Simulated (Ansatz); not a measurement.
**Lattice dynamics of YZn (Pm-3m)**

How does YZn (Pm-3m) vibrate, and is this structure a minimum?

Main program and level: Ansatz 0.2.0; DFT PBEsol, scalar-relativistic, plane waves, PAW; PAW set soft_1.

## Step 1: Starting point

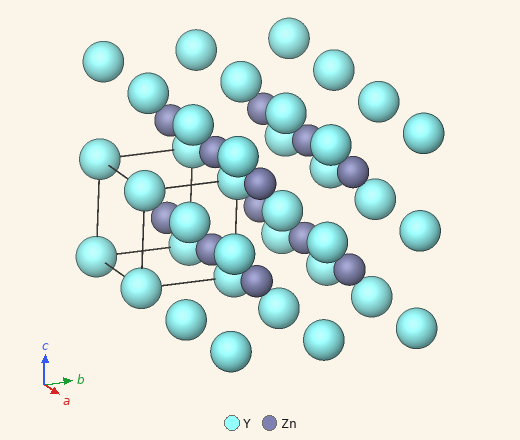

The cell as given, slightly off an axis (yttrium teal, zinc blue). 3×2×2 cells are drawn. Some periodic images of atoms are drawn too.

## Step 2: Relaxation

The cell and atoms are relaxed, since residual forces and stress would shift the frequencies.

input.yaml

```yaml
crystal:
  lattice:
    - [3.56, 0.0, 0.0]
    - [0.0, 3.56, 0.0]
    - [0.0, 0.0, 3.56]
  atoms:
    - { symbol: "Y", position: [0.0, 0.0, 0.0] }
    - { symbol: Zn, position: [0.5, 0.5, 0.5] }
kpoints:
  mp_grid: { grid: [12, 12, 12] }
hamiltonian:
  xc: pbesol
  pseudopotentials: { kind: paw, azcp: { folder: soft_1 }, xc_functional: pbe }
scf:
  occupations: { method: gaussian, width: 0.1 }
output:
  forces: true
  stress: true
  eigenvalues: true
relax:
  adjacent_minimum: "off"
  f_tol: 0.005
  max_steps: 80
  cell: { stress_tol: 0.05 }
```

The run is started by

```sh
$ ansatz run input.yaml --threads 4 --pin off --max-ram 10240MiB --backend cpu --events-out ev --progress --plain --runs-dir out
```

Numbers of over 12 decimals in the logs are rounded to 6 here.

What it wrote:

```text
Engine: ansatz 0.2.0, aarch64-unknown-linux-gnu
Pseudopotentials: kind: paw
Pseudopotential: Y, paw, valence charge 11, recommended cutoff 420 eV (normal), soft_1/Y.paw.azcp
Pseudopotential: Zn, paw, valence charge 12, recommended cutoff 420 eV (normal), soft_1/Zn.paw.azcp
Functional definition: PBEsol
  exchange = pbesol_x
  correlation = pbesol_c
Crystal: 2 atoms, lattice volume = 45.118 Å³
Basis set: ecut = 420 eV, 895 PW (Γ), exchange–correlation on 48×48×48 points (8 copies of the dense FFT grid, shifted against one another)
Bands: 16, of which v1, the nominal top of the filled ones, is band 12 counted from 1 (11 counted from 0)
Symmetry: 48 space group operations
Space group: Pm-3m (ITA 221), of the structure as read, at distance tolerance 3.6e-5 Å
k-points: 84 of 1728
Non-local potential: Y, projectors of the file, l = 0: 3, l = 1: 2, l = 2: 2, l = 3: 1
Non-local potential: Zn, projectors of the file, l = 0: 2, l = 1: 2, l = 2: 3, l = 3: 1
PAW form: soft (Blöchl's): semilocal exchange-correlation on the pseudo side does not see the compensation charge
PAW frozen core: Y, regenerated for the run's functional, and the local potential with it (the file was generated under x = pbe(κ = 0.804, μ = 0.219515), c = pbe(β = 0.066725))
PAW frozen core: Zn, regenerated for the run's functional, and the local potential with it (the file was generated under x = pbe(κ = 0.804, μ = 0.219515), c = pbe(β = 0.066725))
PAW one-centre angular grid: Y, 590 points (default); XC on 64 Gauss nodes
PAW one-centre angular grid: Zn, 590 points (default); XC on 64 Gauss nodes
Initial density: superposition of atomic densities (chi_scale 0.1, normalization cell, long waves kept (reshape's long-wave potential 0.00 eV rms))
Initial wavefunctions: pseudopotential atomic-orbital guess
Functional: x = pbesol(κ = 0.804, μ = 0.123457), c = pbesol(β = 0.046)
SCF iter   1: F=—  HF=-7077.526192 eV  |F-HF|=—  |Δ(HF+E_count)|=         —  Δρ=9.85e-2  dr2=3.51e0  ethr=3.10e-3  ⟨swp⟩=5.2  Hψ=7112  notcnv=0
preconditioner: auto → none  [metal: Δε(μ)=0.009 eV  Ē_g=11.750 eV  σ=0.100 eV  W_gap=0.05  n_scr=6 (ndim 8)  ℏωp=25.3 eV  f_vac=0.000  D(μ)=3.58/eV (n_scr^D=32)  sad-step TF]
SCF iter   2: F=—  HF=-7076.934188 eV  |F-HF|=—  |Δ(HF+E_count)|=   5.92e-1  Δρ=3.66e-2  dr2=7.42e-1  ethr=3.10e-3  ⟨swp⟩=2.0  Hψ=2987  notcnv=0
SCF iter   3: F=—  HF=-7076.722938 eV  |F-HF|=—  |Δ(HF+E_count)|=   2.11e-1  Δρ=1.08e-2  dr2=4.60e-2  ethr=3.10e-3  ⟨swp⟩=2.3  Hψ=2496  notcnv=0  defer=2
SCF iter   4: F=—  HF=-7076.713778 eV  |F-HF|=—  |Δ(HF+E_count)|=   9.16e-3  Δρ=1.56e-3  dr2=6.37e-4  ethr=2.00e-4  ⟨swp⟩=2.1  Hψ=2696  notcnv=0  defer=3
SCF iter   5: F=—  HF=-7076.714911 eV  |F-HF|=—  |Δ(HF+E_count)|=   1.13e-3  Δρ=1.50e-3  dr2=6.35e-4  ethr=2.77e-6  ⟨swp⟩=2.0  Hψ=1999  notcnv=0  defer=3
SCF iter   6: F=—  HF=-7076.714801 eV  |F-HF|=—  |Δ(HF+E_count)|=   1.10e-4  Δρ=4.46e-4  dr2=5.44e-5  ethr=2.76e-6  ⟨swp⟩=2.7  Hψ=2026  notcnv=0  defer=3
SCF iter   7: F=—  HF=-7076.714786 eV  |F-HF|=—  |Δ(HF+E_count)|=   1.54e-5  Δρ=9.53e-5  dr2=2.78e-6  ethr=2.37e-7  ⟨swp⟩=2.0  Hψ=1760  notcnv=0  defer=3
SCF iter   8: F=—  HF=-7076.714785 eV  |F-HF|=—  |Δ(HF+E_count)|=   7.25e-7  Δρ=2.05e-5  dr2=1.33e-7  ethr=1.21e-8  ⟨swp⟩=2.0  Hψ=1964  notcnv=0  defer=3
SCF iter   9: F=-7076.714785 eV  HF=-7076.714785 eV  |F-HF|=3.84e-9  |Δ(HF+E_count)|=   3.77e-8  Δρ=3.60e-6  dr2=4.04e-9  ethr=4.35e-10  ⟨swp⟩=5.0  Hψ=5133  notcnv=0
SCF 1 converged in 9 iterations: F = -7076.714785 eV  dr2 = 4.04e-9
  greatest PAW one-centre occupation: 0.993 electrons in one spin orbital (limit 2), on the Y atom at site 0 (counted from 0), in its partial waves of l = 0
relax step   1: F+E_penalty+E_count = -7076.71478499 eV  Δ(F+E_penalty+E_count) = +0.000e0 eV  max|allowed force component| = 1.659e-28 eV/Å  Δτ_max = 0.0000 Å  P = -2.081 GPa  Ω = 45.118 Å³  (9 SCF iters, dr2 threshold 1.00e-7 eV, accepted)
Crystal: 2 atoms, lattice volume = 43.054 Å³
Basis set: ecut = 420 eV, 847 PW (Γ), exchange–correlation on 48×48×48 points (8 copies of the dense FFT grid, shifted against one another)
Initial density: handed on by an earlier stage of this run
Initial wavefunctions: those handed on with the density
iter 1 solved again at ethr=5.07e-5 eV; its pass at ethr=3.10e-3 eV (dr2=1.17e-2 eV) is discarded
SCF iter   1: F=—  HF=-7076.726863 eV  |F-HF|=—  |Δ(HF+E_count)|=         —  Δρ=5.32e-3  dr2=1.18e-2  ethr=5.07e-5  ⟨swp⟩=1.0  Hψ=8534  notcnv=0
preconditioner: auto → none  [metal: Δε(μ)=0.018 eV  Ē_g=13.083 eV  σ=0.100 eV  W_gap=0.10  n_scr=6 (ndim 8)  ℏωp=25.9 eV  f_vac=0.000  D(μ)=2.61/eV (n_scr^D=26)]
SCF iter   2: F=—  HF=-7076.725581 eV  |F-HF|=—  |Δ(HF+E_count)|=   1.28e-3  Δρ=4.93e-3  dr2=6.04e-3  ethr=5.07e-5  ⟨swp⟩=2.0  Hψ=2270  notcnv=0
SCF iter   3: F=—  HF=-7076.723442 eV  |F-HF|=—  |Δ(HF+E_count)|=   2.14e-3  Δρ=4.56e-4  dr2=5.34e-5  ethr=2.63e-5  ⟨swp⟩=2.0  Hψ=2438  notcnv=0
SCF iter   4: F=—  HF=-7076.723451 eV  |F-HF|=—  |Δ(HF+E_count)|=   8.87e-6  Δρ=2.51e-4  dr2=8.80e-6  ethr=2.32e-7  ⟨swp⟩=2.1  Hψ=2152  notcnv=0
SCF iter   5: F=—  HF=-7076.723463 eV  |F-HF|=—  |Δ(HF+E_count)|=   1.16e-5  Δρ=1.21e-4  dr2=4.39e-6  ethr=3.83e-8  ⟨swp⟩=2.0  Hψ=1952  notcnv=0
SCF iter   6: F=-7076.723463 eV  HF=-7076.723463 eV  |F-HF|=1.55e-8  |Δ(HF+E_count)|=   2.21e-7  Δρ=7.83e-6  dr2=1.86e-8  ethr=8.70e-10  ⟨swp⟩=3.7  Hψ=5991  notcnv=0
SCF 2 converged in 6 iterations: F = -7076.723463 eV  dr2 = 1.86e-8
relax step   2: F+E_penalty+E_count = -7076.72346250 eV  Δ(F+E_penalty+E_count) = -8.678e-3 eV  max|allowed force component| = 5.759e-29 eV/Å  Δτ_max = 0.0000 Å  P = +0.917 GPa  Ω = 43.054 Å³  energy of the carried Pulay correction = +4.234e-4 eV  (6 SCF iters, dr2 threshold 2.00e-7 eV, accepted)
Crystal: 2 atoms, lattice volume = 43.665 Å³
iter 1 solved again at ethr=4.36e-6 eV; its pass at ethr=3.10e-3 eV (dr2=1.00e-3 eV) is discarded
SCF iter   1: F=—  HF=-7076.725314 eV  |F-HF|=—  |Δ(HF+E_count)|=         —  Δρ=1.61e-3  dr2=1.13e-3  ethr=4.36e-6  ⟨swp⟩=2.0  Hψ=8535  notcnv=0
preconditioner: auto → none  [metal: Δε(μ)=0.050 eV  Ē_g=13.151 eV  σ=0.100 eV  W_gap=0.26  n_scr=6 (ndim 8)  ℏωp=25.8 eV  f_vac=0.000  D(μ)=2.51/eV (n_scr^D=26)]
SCF iter   2: F=—  HF=-7076.725180 eV  |F-HF|=—  |Δ(HF+E_count)|=   1.34e-4  Δρ=1.50e-3  dr2=5.68e-4  ethr=4.36e-6  ⟨swp⟩=2.0  Hψ=1987  notcnv=0
SCF iter   3: F=—  HF=-7076.724982 eV  |F-HF|=—  |Δ(HF+E_count)|=   1.98e-4  Δρ=1.37e-4  dr2=5.55e-6  ethr=2.47e-6  ⟨swp⟩=2.0  Hψ=1931  notcnv=0
SCF iter   4: F=—  HF=-7076.724977 eV  |F-HF|=—  |Δ(HF+E_count)|=   5.77e-6  Δρ=8.04e-5  dr2=9.43e-7  ethr=2.41e-8  ⟨swp⟩=2.1  Hψ=2036  notcnv=0
SCF iter   5: F=—  HF=-7076.724978 eV  |F-HF|=—  |Δ(HF+E_count)|=   1.07e-6  Δρ=3.50e-5  dr2=3.59e-7  ethr=8.70e-10  ⟨swp⟩=5.1  Hψ=5749  notcnv=0
SCF iter   6: F=-7076.724978 eV  HF=-7076.724978 eV  |F-HF|=3.90e-10  |Δ(HF+E_count)|=   6.19e-9  Δρ=1.40e-6  dr2=6.46e-10  ethr=8.70e-10  ⟨swp⟩=4.3  Hψ=4568  notcnv=0
SCF 3 converged in 6 iterations: F = -7076.724978 eV  dr2 = 6.46e-10
relax step   3: F+E_penalty+E_count = -7076.72497762 eV  Δ(F+E_penalty+E_count) = -1.515e-3 eV  max|allowed force component| = 4.618e-30 eV/Å  Δτ_max = 0.0000 Å  P = -0.045 GPa  Ω = 43.665 Å³  energy of the carried Pulay correction = +2.960e-4 eV  (6 SCF iters, dr2 threshold 2.00e-7 eV, accepted)
Initial wavefunctions: pseudopotential atomic-orbital guess (no wavefunctions were taken with the density)
iter 1 solved again at ethr=7.45e-8 eV; its pass at ethr=3.10e-3 eV (dr2=1.71e-5 eV) is discarded
SCF iter   1: F=—  HF=-7076.724689 eV  |F-HF|=—  |Δ(HF+E_count)|=         —  Δρ=5.78e-5  dr2=5.20e-7  ethr=7.45e-8  ⟨swp⟩=2.9  Hψ=10921  notcnv=0
preconditioner: auto → none  [metal: Δε(μ)=0.014 eV  Ē_g=13.128 eV  σ=0.100 eV  W_gap=0.08  n_scr=6 (ndim 8)  ℏωp=25.8 eV  f_vac=0.000  D(μ)=2.54/eV (n_scr^D=26)]
SCF iter   2: F=—  HF=-7076.724682 eV  |F-HF|=—  |Δ(HF+E_count)|=   6.81e-6  Δρ=8.00e-5  dr2=1.27e-6  ethr=2.26e-9  ⟨swp⟩=2.0  Hψ=1953  notcnv=0
SCF iter   3: F=—  HF=-7076.724682 eV  |F-HF|=—  |Δ(HF+E_count)|=   3.67e-7  Δρ=5.97e-5  dr2=1.06e-6  ethr=2.26e-9  ⟨swp⟩=2.0  Hψ=1987  notcnv=0
SCF iter   4: F=—  HF=-7076.724682 eV  |F-HF|=—  |Δ(HF+E_count)|=   4.59e-7  Δρ=3.98e-6  dr2=4.44e-9  ethr=2.26e-9  ⟨swp⟩=2.0  Hψ=1985  notcnv=0
SCF iter   5: F=—  HF=-7076.724682 eV  |F-HF|=—  |Δ(HF+E_count)|=  5.55e-10  Δρ=1.01e-6  dr2=1.79e-10  ethr=1.93e-11  ⟨swp⟩=2.3  Hψ=2202  notcnv=0
SCF iter   6: F=-7076.724682 eV  HF=-7076.724682 eV  |F-HF|=0.00e0  |Δ(HF+E_count)|=  3.46e-11  Δρ=1.31e-7  dr2=3.77e-12  ethr=1.00e-12  ⟨swp⟩=3.7  Hψ=5766  notcnv=0
SCF 4 converged in 6 iterations: F = -7076.724682 eV  dr2 = 3.77e-12
relax step   4: F+E_penalty+E_count = -7076.72468176 eV  Δ(F+E_penalty+E_count) = +2.959e-4 eV  max|allowed force component| = 5.391e-30 eV/Å  Δτ_max = 0.0000 Å  P = -0.045 GPa  Ω = 43.665 Å³  stress off target by 4.55e-2 GPa  SCF on the basis re-selected at this cell (its energy is not comparable with the rows above)  (6 SCF iters)
basis re-selected at this cell: Δ(F+E_penalty+E_count) = +2.959e-4 eV, ΔP = -0.001 GPa vs the last step (what re-selecting the basis moved, of the pressure what is left beyond the Pulay correction that the steps carried, after the strain that the cell walked since its last selection, with what the two solves' SCF thresholds leave and, on support functions, any second-order correction that the steps lacked; it is no m [...]
SCF converged after 6 iterations
Free energy (F): -7076.724682 eV
Harris-Foulkes:  -7076.724682 eV  (|F-HF|=0.00e0)
Internal energy: -7076.711986 eV  (E = F + TS)
E sigma→0 (E₀):  -7076.718334 eV
Entropy (-TS):   -0.012695 eV (-6.348 meV/atom)
Fermi energy:    10.783089 eV
--- Per-component energies (eV) ---
  E_band       = -53.469010
  E_kinetic    = 465.029634
  E_local      = -2428.980752  (includes V_loc(G=0)·N_el)
  E_nonlocal   = 844.068959
  E_hartree    = 888.975814
  E_xc         = -255.994774
  E_vxc        = -257.558145  (∫ρ·V_xc dr)
  E_paw        = -4620.580595  (= ΣΔE_a)
  E_vpaw       = -453.980142  (= ΣTr[D̂ρ^β])
  E_aug_tail   = -0.000217  (compensation charges beyond the density's cutoff)
  E_ewald      = -1970.176185
  E_core_change = 0.946129  (= ΣΔE_core)
  E_smearing   = -0.012695  (= −TS)
  E_closure    = -0.000000  (closes the sum)
  Σ components = -7076.724682   (vs F -7076.724682, Δ=0.00e0)
--- Forces (eV/Å), atoms counted from 1 ---
  atom   1  Y     -0.00000000     0.00000000    -0.00000000
  atom   2  Zn     0.00000000     0.00000000     0.00000000
  max |Σ_I F_I| component: 1.03e-29 eV/Å
--- Stress (GPa, compression-positive) ---
       -0.045472       0.000000       0.000000
        0.000000      -0.045472      -0.000000
        0.000000      -0.000000      -0.045472
  P = ⅓ Tr σ = -0.0455 GPa (-0.455 kbar)
--- Band table (eV; the first three rows and the last of 84) ---
  k-point 0: bands = [... 8 lower, 3.9119, 3.9119, 10.7303, 10.7303, 15.2494, 15.2494, 15.2494, 15.6436]
  k-point 1: bands = [... 8 lower, 3.9097, 3.9134, 10.7155, 10.7556, 14.5414, 14.5414, 15.2571, 15.2972]
  k-point 2: bands = [... 8 lower, 3.9177, 4.0528, 10.5522, 10.8274, 13.7675, 13.7675, 14.7792, 15.2784]
  k-point 83: bands = [... 8 lower, 4.0667, 8.8077, 8.8077, 8.8077, 10.3997, 16.2288, 16.2288, 16.2288]
--- Relaxed structure (3 steps of the walk, 3 accepted, 1 SCFs on fresh bases) ---
  F+E_penalty+E_count = -7076.72468176 eV   max|allowed force component| = 5.391e-30 eV/Å   (the final SCF, on the basis selected at the relaxed cell)
  cell:  # Å, volume = 43.6650 Å³
    - [3.521367, 0, 0]
    - [0, 3.521367, 0]
    - [0, 0, 3.521367]
  atoms:
    - { symbol: Y, position: [0, 0, 0] }
    - { symbol: Zn, position: [0.5, 0.5, 0.5] }
```

Wall time 3.8 s (4 threads of Arm Neoverse V2, shared host); peak memory 0.37 GiB.

Step by step:

```csv
step,energy less that of the first step (eV),largest force component (eV/Å),pressure (GPa),volume (Å³)
1,0.0000,0.0000,-2.08,45.12
2,-0.0087,0.0000,0.92,43.05
3,-0.0102,0.0000,-0.04,43.67
4*,-0.0099,0.0000,-0.05,43.67
```

Relaxation steps marked * repeat the geometry before them on a plane-wave basis chosen anew for their cell, so energy and pressure can jump there.

Forces are held to the 48 operations that the run works with; a distortion that breaks them can't arise in this run.

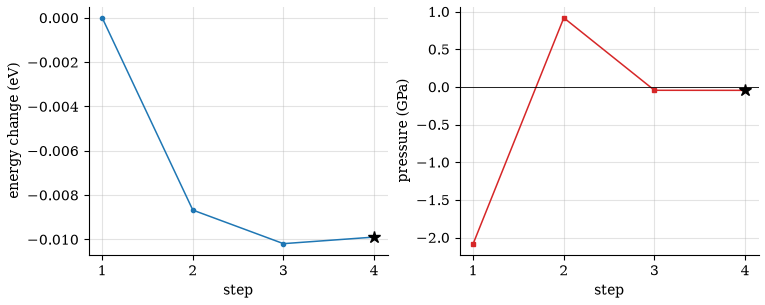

Energy and pressure along the relaxation. Stars mark steps on a basis chosen anew.

```csv
"conventional cell, symmetrised",before,after,change
a (Å),3.560,3.521,-1.1 %
b (Å),3.560,3.521,-1.1 %
c (Å),3.560,3.521,-1.1 %
volume (Å³/atom),22.56,21.83,-3.2 %
```

Final coordinates:

```
Y Zn
1.0
     3.52137    0.00000    0.00000
     0.00000    3.52137    0.00000
     0.00000    0.00000    3.52137
Y Zn
1 1
Cartesian
  0.0000 0.0000 0.0000
  1.7607 1.7607 1.7607
```

This step gave:

| Item | Value |
| --- | --- |
| pressure | -0.04547 GPa |
| volume per atom | 21.83 Å³ |
| gap on the k-mesh | 0 eV |

In this step the volume went from 22.56 to 21.83 Å³/atom.

## Step 3: Relaxing to small forces for the phonons

Phonons need a cell at rest on their own settings, so the relaxation is repeated with tight tolerances on forces and stress on the k mesh and occupations of the first response run.

input.yaml, the sections that differ from step 2:

```yaml
crystal:
  lattice:
    - [3.5213666307, 0.0, 0.0]
    - [0.0, 3.5213666307, 0.0]
    - [0.0, 0.0, 3.5213666307]
  atoms:
    - { symbol: "Y", position: [0.0, 0.0, 0.0] }
    - { symbol: Zn, position: [0.5, 0.5, 0.5] }
scf:
  occupations: { method: methfessel_paxton, width: 0.2 }
output:
  forces: true
  stress: true
  eigenvalues: true
  write_density: true
  write_potential: true
  elf: true
  volumetric_format: npy
relax:
  adjacent_minimum: "off"
  f_tol: 0.001
  max_steps: 60
  cell: { stress_tol: 0.01 }
# kpoints, hamiltonian: as in step 2
```

What it wrote:

```text
[...]
Crystal: 2 atoms, lattice volume = 43.665 Å³
Basis set: ecut = 420 eV, 847 PW (Γ), exchange–correlation on 48×48×48 points (8 copies of the dense FFT grid, shifted against one another)
Bands: 16, of which v1, the nominal top of the filled ones, is band 12 counted from 1 (11 counted from 0)
Symmetry: 48 space group operations
[...]
k-points: 84 of 1728
[...]
k-point 83: bands = [... 8 lower, 4.0729, 8.8129, 8.8129, 8.8129, 10.4074, 16.2391, 16.2391, 16.2391]
--- Relaxed structure (3 steps of the walk, 3 accepted, 1 SCFs on fresh bases) ---
[...]
cell:  # Å, volume = 43.6422 Å³
    - [3.520753, 0, 0]
    - [0, 3.520753, 0]
    - [0, 0, 3.520753]
  atoms:
    - { symbol: Y, position: [0, 0, 0] }
    - { symbol: Zn, position: [0.5, 0.5, 0.5] }
[key lines of the parts left out:]
SCF converged after 7 iterations
Free energy (F): -7076.719967 eV
Fermi energy:    10.794736 eV
P = ⅓ Tr σ = 0.0001 GPa (0.001 kbar)
```

The job ended after 3.5 s (4 threads; peak memory 0.37 GiB).

Little changed from the start: no atom moved by 0.005 Å and no cell edge by 0.1 %.

Numbers from this step:

| Item | Value |
| --- | --- |
| pressure | 9.20e-5 GPa |
| volume per atom | 21.82 Å³ |

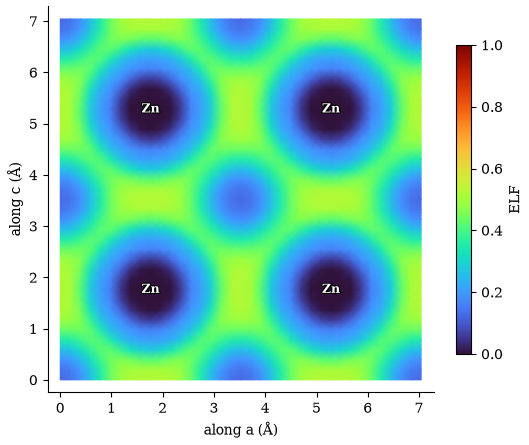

ELF in the ac plane at fractional y = 0.500, with atoms of Zn within 0.2 Å of it. It is the smooth field of the valence electrons, not physical close to the nuclei.

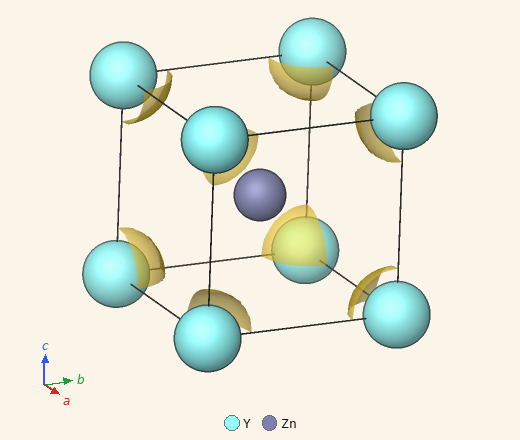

Surface of ELF = 0.78.

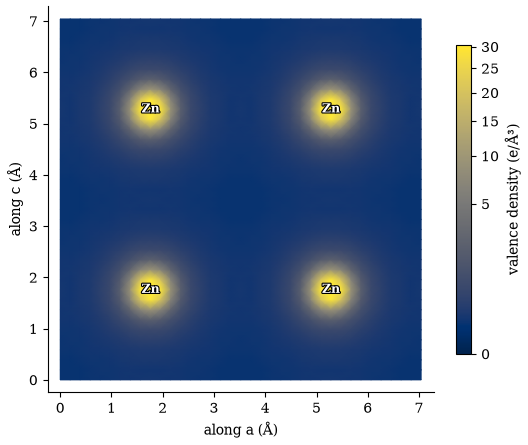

Valence density in the ac plane at fractional y = 0.500, with atoms of Zn within 0.2 Å of it. It is the smooth field of the valence electrons, not physical close to the nuclei. The colour scale is stretched toward low values.

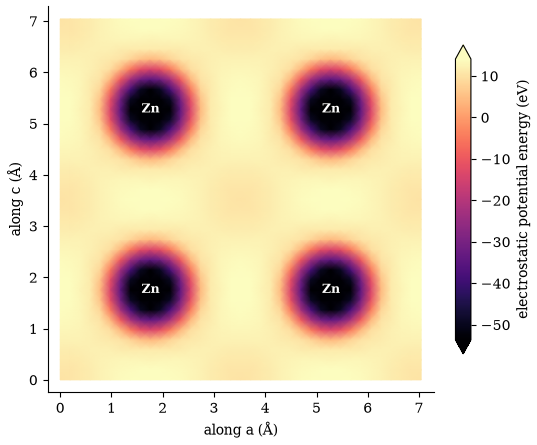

Electrostatic potential energy in the ac plane at fractional y = 0.500, with atoms of Zn within 0.2 Å of it. With pseudopotentials it is smooth inside the atoms' cores, unlike the true potential.

The forces vanish by symmetry and the pressure is 0.000 GPa, within the tolerances set. The cell now holds 21.82 Å³/atom.

[end of part 1 of 2]

[Logs are printed without paths, hosts, clocks, repeated set-up lines and the standing remarks that a program may print on its own settings, such as how far it seeks lower states.]

[Hosts, paths, dates, database ids (printed as entryN), source tags and the programs' standing remarks are cut or masked in the printed files.]
